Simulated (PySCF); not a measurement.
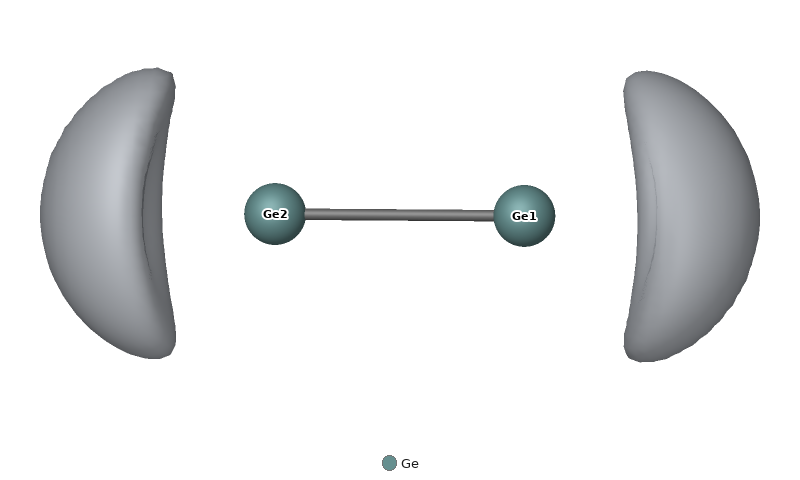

*Ge2 (charge −1, doublet). Isosurface of the electron localisation function at 0.85 (grey), seen from one side. Only the valence region is drawn (cores and ρ < 0.01 e/Å³ removed).*

The calculation used PBE0/def2-TZVPPD, non-relativistic Hamiltonian with scalar-relativistic core potentials where named, at a bond length of 2.286 Å in PySCF.

Describe the localisation domains.

Answer. At this value the surface marks out two lobes on Ge, pointing away from the bonds (non-bonding electrons).

Values along the shortest contacts:
Ge–Ge (2.29 Å): the ELF peaks at about 0.70 between the atoms.
